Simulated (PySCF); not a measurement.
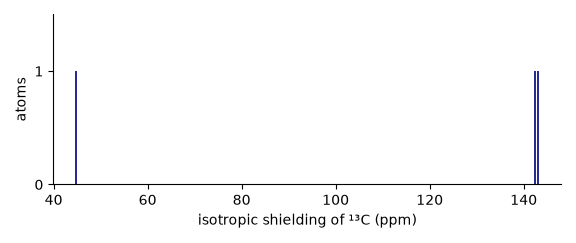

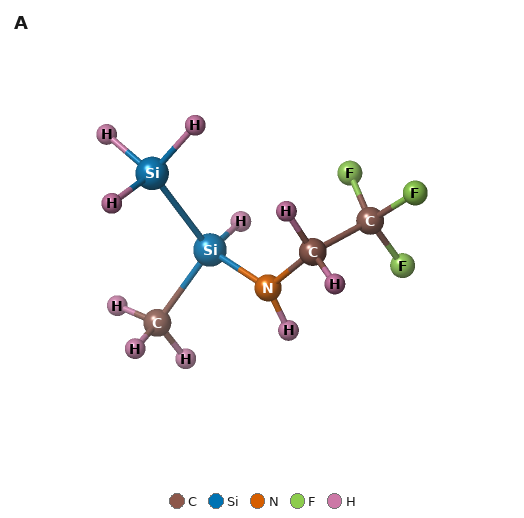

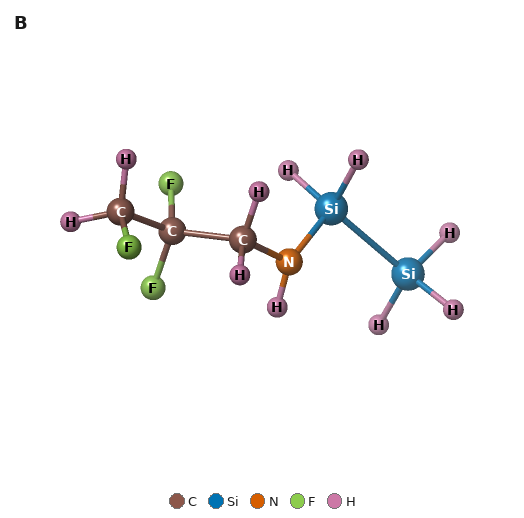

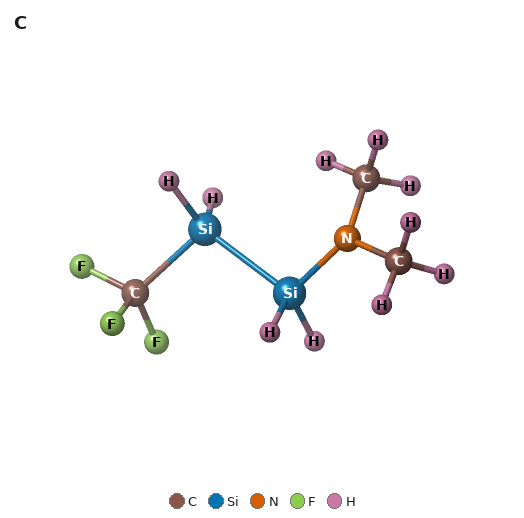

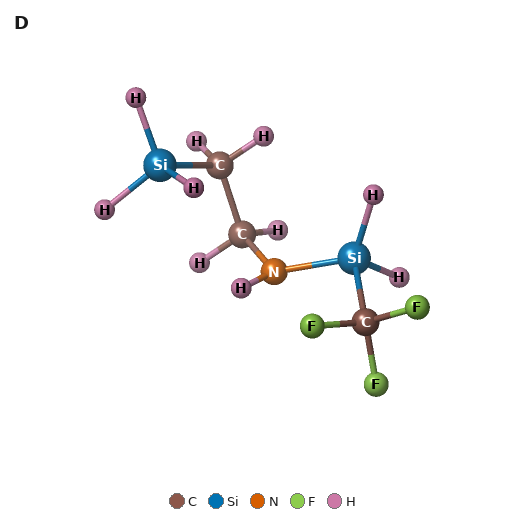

The sticks are computed shieldings of one of the molecules, for one fixed geometry (GFN2-xTB) without averaging over rotations. Low shielding means a high chemical shift. Method: GIAO PBE0/pcSseg-1 NMR shielding, non-relativistic, gas phase (PySCF 2.14.0).

### Which molecule gives this pattern?

C, `CN(C)[SiH2][SiH2]C(F)(F)F`. Its 3 C atoms give lines at 44.8, 142.3, 143.1 ppm.

The geometry is semi-empirical. Around Si such bond lengths and angles can be off by a tenth of an ångström or more and by several degrees, and values that hang on the shape move with them.
